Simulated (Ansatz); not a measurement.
**Convergence study of the k-point mesh for MoRu3 (P3m1, 8 atoms in the cell)**

```xyz
8
Lattice="5.4478 0.0000 0.0000 -2.7239 4.7179 0.0000 0.0000 0.0000 4.3285" Properties=species:S:1:pos:R:3 pbc="T T T"
Mo     2.7239     1.5726     1.1321
Mo     0.0000     3.1453     3.2464
Ru     4.0903     0.7837     3.2464
Ru    -1.3664     3.9342     1.0821
Ru     1.3664     3.9342     1.0821
Ru     1.3575     0.7837     3.2464
Ru     2.7239     3.1504     3.2464
Ru     0.0000     1.5675     1.0821
```

Method of the run: PBEsol, default PAW files made with PBE (plane waves; Ansatz, a quantum-chemistry and plane-wave program).

Base settings: basis.ecutwfc = 420 eV; kpoints.mp_grid.grid = 4 4 5; hamiltonian.xc = pbesol; hamiltonian.pseudopotentials = {kind: paw} (the program's default PAW files); scf.occupations.method = fermi_dirac; scf.occupations.width = 0.1 eV.

The second cell is the first with its lattice scaled by 0.98.

Only quantities that move along the ladder and can be compared are tabulated.

The count of work is k-points × plane waves × bands × iterations; it is no time. Core times come from one kind of shared machine, to one figure; runs under 30 s give none.

The starting cell comes from a database of computed structures (which also holds hypothetical and non-ambient phases and stackings), without a prior relaxation at this level. Its lattice was rescaled by up to half a per cent. One atom was moved a little off its site on purpose. Spin polarisation is off. Ansatz's pressure includes its estimate of the finite-basis (Pulay) stress.

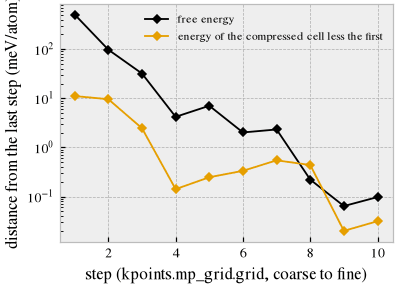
Fig. 1. Distance from the last step along the ladder; very small values are drawn at a floor.

```csv
kpoints.mp_grid.grid,free energy less the last step's (meV/atom),energy of the compressed cell less the first (meV/atom),pressure (GPa),largest difference of a force vector from the last step's (eV/Å),count of work / last,core time / last (rough)
1 1 2,507.89,49.83,-0.29,0.851,0.011,–
2 2 2,-97.76,29.12,-4.49,0.153,0.020,–
2 2 3,-31.95,41.17,-2.43,0.356,0.023,–
4 4 4,4.20,38.85,-2.73,0.108,0.063,–
4 4 5,7.05,38.95,-2.69,0.058,0.068,–
5 5 6,-2.02,38.37,-2.82,0.044,0.14,–
6 6 7,2.32,39.25,-2.65,0.014,0.18,–
8 8 8,-0.22,39.15,-2.70,0.013,0.32,0.3
9 9 10,0.06,38.72,-2.75,0.003,0.49,0.5
11 11 12,-0.10,38.74,-2.75,0.002,0.79,0.8
12 12 13,0.00,38.71,-2.75,0.000,1.0,1
```

Coarsest kpoints.mp_grid.grid that holds the free energy within 0.5 meV/atom of the last step, with all finer ones: 8 8 8, at 0.32 of the last step's count of work and about 0.3 of the last step's time; the step before is off by 2.3 meV/atom.

Coarsest kpoints.mp_grid.grid that holds the energy of the compressed cell less the first within 0.2 meV/atom of the last step, with all finer ones: 9 9 10; the step before is off by 0.44 meV/atom.

Coarsest kpoints.mp_grid.grid that holds the pressure within 0.5 GPa of the last step, with all finer ones: 2 2 3, at 0.023 of the last step's count of work; the step before is off by 1.7 GPa.

The energy difference between the two cells stays within 1 meV/atom of the last step's from 4 4 4 on, the total only from 8 8 8 on: much of the error is common to both cells and cancels.

Keys are those of Ansatz 0.2.
